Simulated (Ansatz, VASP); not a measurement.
# MgB: VASP beside Ansatz

One calculation is typed for both programs; each brings its own data sets and cutoff. How far apart do they land? The cell is invented: As first built, before any earlier steps moved the atoms: it takes the MgAl structure with some of its atoms replaced by other elements, volume scaled by an estimate. It may not be a known or stable phase. The cell comes out of the VASP series on this material, whose earlier steps may have relaxed, scaled or displaced it; both programs get it as it stands.

Main program and level: Ansatz 0.2.0; plane waves, with VASP 6.6.1 beside it; band structure at HSE06.

## Step 1: Set-up

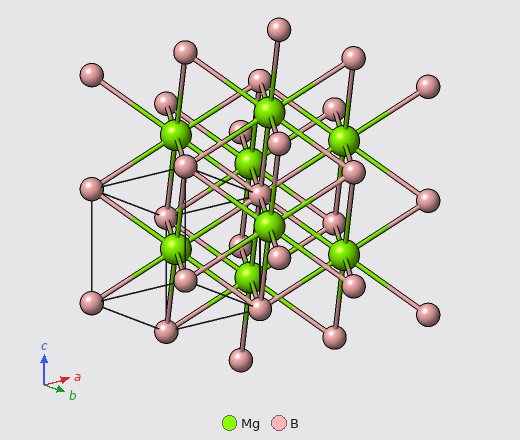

The cell as given, from a free direction (magnesium green, boron pink). 2×2×2 cells are drawn. Some periodic images of atoms are drawn too.

Coordinates:

```cif
data_structure
_symmetry_space_group_name_H-M 'Pm-3m'
_symmetry_Int_Tables_number 221
_cell_length_a 2.8942
_cell_length_b 2.8942
_cell_length_c 2.8942
_cell_angle_alpha 90.000
_cell_angle_beta 90.000
_cell_angle_gamma 90.000
_cell_volume 24.24
loop_
_atom_site_label
_atom_site_type_symbol
_atom_site_symmetry_multiplicity
_atom_site_Wyckoff_symbol
_atom_site_fract_x
_atom_site_fract_y
_atom_site_fract_z
_atom_site_occupancy
Mg1 Mg 1 b 0.50000 0.50000 0.50000 1
B1 B 1 a 0.00000 0.00000 0.00000 1
```

## Step 2: VASP: band structure, HSE06

The same path points are solved in both programs, so levels can be compared one by one.

Lines of VASP's logs that name or quote its potential files are left out, and so is its time.

File INCAR:

```
SYSTEM = MgB
PREC = Accurate
ENCUT = 420
EDIFF = 1E-06
NELM = 100
ISMEAR = 0
SIGMA = 0.02
LREAL = .FALSE.
ALGO = Normal
LHFCALC = .TRUE.
AEXX = 0.25
GGA = PE
HFSCREEN = 0.2
LASPH = .TRUE.
PRECFOCK = Fast
LORBIT = 11
LWAVE = .FALSE.
LCHARG = .FALSE.
KPAR = 4
```

File POSCAR:

```
MgB
1.0
    2.8941936783      0.0000000000      0.0000000000
    0.0000000000      2.8941936783      0.0000000000
    0.0000000000      0.0000000000      2.8941936783
Mg B
1 1
Direct
    0.5000000000      0.5000000000      0.5000000000
    0.0000000000      0.0000000000      0.0000000000
```

File KPOINTS:

```
Automatic mesh
0
Gamma
5 5 5
0 0 0
```

File KPOINTS_OPT:

```
Line mode
10
Line-mode
Reciprocal
  0.00000000   0.00000000   0.00000000 GAMMA
  0.00000000   0.50000000   0.00000000 X

  0.00000000   0.50000000   0.00000000 X
  0.50000000   0.50000000   0.00000000 M

  0.50000000   0.50000000   0.00000000 M
  0.00000000   0.00000000   0.00000000 GAMMA

  0.00000000   0.00000000   0.00000000 GAMMA
  0.50000000   0.50000000   0.50000000 R

  0.50000000   0.50000000   0.50000000 R
  0.00000000   0.50000000   0.00000000 X

  0.50000000   0.50000000   0.00000000 M
  0.50000000   0.50000000   0.50000000 R
```

The projector-augmented-wave data sets are Mg and B (PBE family, release 64).

Run with:

```bash
> mpirun -np 4 vasp_std
```

Numbers of over 12 decimals in the logs are rounded to 6 here.

The log of the run:

```text
[banner, memory and clock lines left out]
running    4 mpi-ranks, on    1 nodes
 distrk:  each k-point on    1 cores,    4 groups
 distr:  one band on    1 cores,    1 groups

 POSCAR found type information on POSCAR MgB
 POSCAR found :  2 types and       2 ions
 LDA part: xc-table for (Slater+PW92), standard interpolation
 found WAVECAR, reading the header
 POSCAR, INCAR and KPOINTS ok, starting setup
 FFT: planning ... GRIDC
 FFT: planning ... GRID_SOFT
 FFT: planning ... GRID
 reading WAVECAR
 the WAVECAR file was read successfully
 initial charge from wavefunction
 entering main loop
       N       E                     dE             d eps       ncg     rms          rms(c)
DAV:   1    -0.706871738746E+01   -0.70687E+01   -0.22283E-01   120   0.398E+00    0.293E-01
DAV:   2    -0.706789936586E+01    0.81802E-03   -0.25305E-03   144   0.459E-01    0.169E-01
DAV:   3    -0.706713224716E+01    0.76712E-03   -0.14216E-03   126   0.243E-01    0.812E-02
DAV:   4    -0.706702766903E+01    0.10458E-03   -0.40438E-04   120   0.130E-01    0.387E-02
DAV:   5    -0.706701352097E+01    0.14148E-04   -0.60420E-05   150   0.516E-02    0.203E-02
DAV:   6    -0.706700821678E+01    0.53042E-05   -0.57200E-06   168   0.177E-02    0.115E-02
DAV:   7    -0.706700544350E+01    0.27733E-05   -0.63598E-07   126   0.695E-03    0.677E-03
DAV:   8    -0.706700487265E+01    0.57085E-06   -0.20784E-07   102   0.393E-03
   1 F= -.70670049E+01 E0= -.70665389E+01  d E =-.931948E-03
 Start KPOINTS_OPT (optional k-point list driver)
k-point batch [1-10\60]
       N       E                     dE             ncg
DAV:   1     0.371531223307E+02   -0.47507E+03      120
DAV:   2    -0.321207625565E+02   -0.69274E+02      186
DAV:   3    -0.360971469002E+02   -0.39764E+01      162
DAV:   4    -0.361231117204E+02   -0.25965E-01      174
DAV:   5    -0.361232534928E+02   -0.14177E-03      174
DAV:   6    -0.361232551062E+02   -0.16134E-05      150
DAV:   7    -0.361232552039E+02   -0.97679E-07      162
[...]
k-point batch [51-60\60]
       N       E                     dE             ncg
DAV:   1     0.896263196890E+02   -0.20142E+04      126
DAV:   2     0.483286144614E+02   -0.41298E+02      126
DAV:   3     0.461087165926E+02   -0.22199E+01      144
DAV:   4     0.460826147878E+02   -0.26102E-01      156
DAV:   5     0.460823005734E+02   -0.31421E-03      138
DAV:   6     0.460822951885E+02   -0.53850E-05      132
DAV:   7     0.460822949235E+02   -0.26496E-06      126
```

OUTCAR, selected parts (step 2):

```text
ion  position               nearest neighbor table
   1  0.500  0.500  0.500-   2 2.51   2 2.51   2 2.51   2 2.51   2 2.51   2 2.51   2 2.51   2 2.51

  LATTYP: Found a simple cubic cell.
 ALAT       =     2.8941936783

 Subroutine GETGRP returns: Found 48 space group operations
 (whereof 48 operations were pure point group operations)

The static configuration has the point symmetry O_h .

 Found     10 irreducible k-points:

   k-points           NKPTS =     10   k-points in BZ     NKDIM =    125   number of bands    NBANDS=      6

   dimension x,y,z NGX =    20 NGY =   20 NGZ =   20
   dimension x,y,z NGXF=    40 NGYF=   40 NGZF=   40

   ENCUT  =  420.0 eV  30.87 Ry    5.56 a.u.   4.84  4.84  4.84*2*pi/ulx,y,z

   NELECT =       5.0000    total number of electrons

 k-points in reciprocal lattice and weights: Automatic mesh
   0.00000000  0.00000000  0.00000000       0.008
   0.20000000  0.00000000  0.00000000       0.048
   0.40000000  0.00000000  0.00000000       0.048
   0.20000000  0.20000000  0.00000000       0.096
   0.40000000  0.20000000  0.00000000       0.192
   0.40000000  0.40000000  0.00000000       0.096
   0.20000000  0.20000000  0.20000000       0.064
   0.40000000  0.20000000  0.20000000       0.192
   0.40000000  0.40000000  0.20000000       0.192
   0.40000000  0.40000000  0.40000000       0.064

  exchange ACFDT corr.  =         0.00000000  see jH, gK, PRB 81, 115126

 average (electrostatic) potential at core
       1 -32.0584       2 -25.7763

 E-fermi :   4.6706

 k-point     1 :       0.0000    0.0000    0.0000
  band No.  band energies     occupation
      1      -7.8360      2.00000
      2       7.5763      0.00000
      3       7.5763      0.00000
      4       7.5763      0.00000
      5      12.1106      0.00000
      6      12.1106      0.00000

 k-point     2 :       0.2000    0.0000    0.0000
  band No.  band energies     occupation
      1      -7.1374      2.00000
      2       3.6175      2.00000
      3       7.9961      0.00000
      4       7.9961      0.00000
      5      12.8783      0.00000
      6      14.2233      0.00000

 k-point     3 :       0.4000    0.0000    0.0000
  band No.  band energies     occupation
      1      -5.1857      2.00000
      2      -0.9167      2.00000
      3       8.8306      0.00000
      4       8.8306      0.00000
      5      15.1116      0.00000
      6      15.6483      0.00000

  energy-cutoff  :      420.00
  volume of cell :       24.24
      direct lattice vectors                 reciprocal lattice vectors
     2.894193678  0.000000000  0.000000000     0.345519378  0.000000000  0.000000000
     0.000000000  2.894193678  0.000000000     0.000000000  0.345519378  0.000000000
     0.000000000  0.000000000  2.894193678     0.000000000  0.000000000  0.345519378

 POSITION                                       TOTAL-FORCE (eV/Angst)
 -----------------------------------------------------------------------------------
      1.44710      1.44710      1.44710         0.000000      0.000000      0.000000
      0.00000      0.00000      0.00000         0.000000      0.000000      0.000000
 -----------------------------------------------------------------------------------
    total drift:                                0.000000     -0.000000      0.000000

  FREE ENERGIE OF THE ION-ELECTRON SYSTEM (eV)
  ---------------------------------------------------
  free  energy   TOTEN  =        -7.0670048727 eV

  energy  without entropy=       -7.0660729245  energy(sigma->0) =       -7.06653890

 total charge
# of ion       s       p       d       tot
------------------------------------------
    1        0.172   0.190   0.050   0.411
    2        0.758   0.824   0.000   1.582
--------------------------------------------------
tot          0.930   1.013   0.050   1.993

[... 3 further parts left out ...]
```

(Continued in part 2 of 2.)

[Lines on the potential files, build, host, timing and source positions are cut from VASP's logs without a mark.]

[Logs are printed without paths, hosts, clocks, repeated set-up lines and the standing remarks that a program may print on its own settings, such as how far it seeks lower states.]

[Hosts, paths, dates, database ids (printed as entryN), source tags and the programs' standing remarks are cut or masked in the printed files.]
